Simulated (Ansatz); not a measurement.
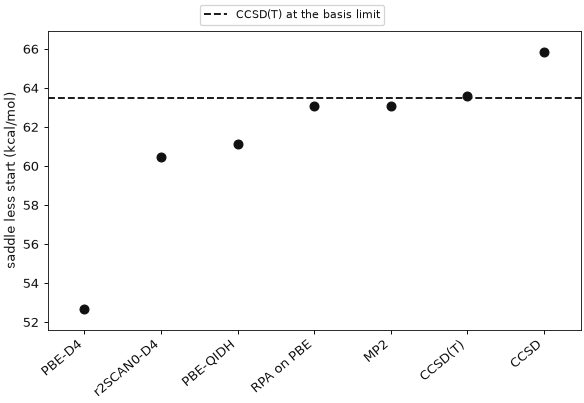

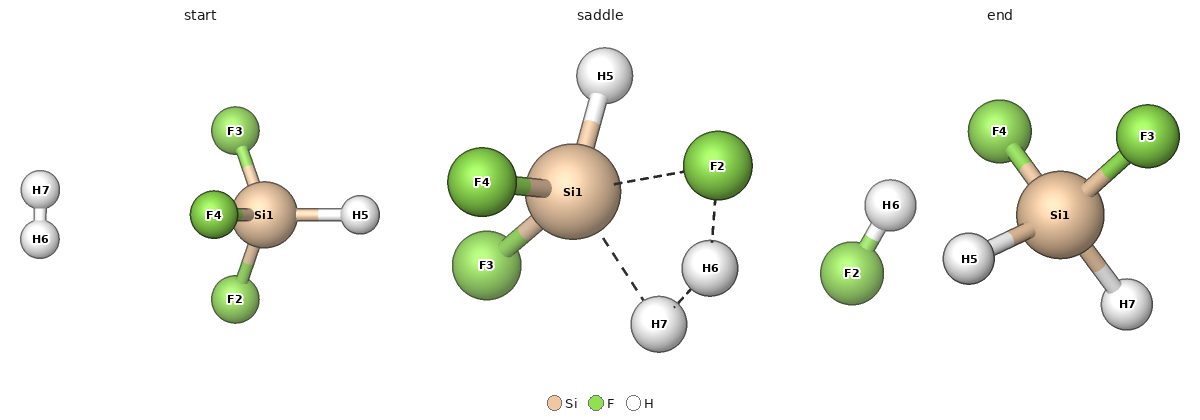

Height of the saddle over the start in one step of SiH₃F₃ at several levels. In the step Si1–H7 (3.48 → 1.66 → 1.47 Å) and F2–H6 (3.09 → 1.18 → 0.93 Å) form; Si1–F2 (1.57 → 1.90 → 3.48 Å) and H6–H7 (0.75 → 0.99 → 3.29 Å) break (lengths at start, saddle and end; changes of bond order aren't listed). Electronic energies at PBE0-D4/def2-TZVP geometries, energies in def2-TZVPP, the Ansatz code 0.2.0; cores frozen in correlated methods, no zero-point terms. Start and end are the structures at the ends of the path (complexes, where there are several molecules). The line is the MP2 basis limit plus CCSD(T) less MP2 in triple zeta. PBE-QIDH and RPA on PBE hold a correlation term that converges slowly with the basis, so part of the distance to the limit is basis error. No dispersion term is added to PBE-QIDH. The distance of MP2, CCSD(T) and CCSD to the limit includes basis error.

Q: What range do the values span, the line included?

A: From 52.7 kcal/mol (PBE-D4) to 65.9 kcal/mol (CCSD).

Q: Which level comes closest to the line (CCSD(T) at the basis limit), and which misses most?

A: Closest CCSD(T) (63.6 kcal/mol), against 63.5 kcal/mol; farthest PBE-D4 (52.7 kcal/mol).
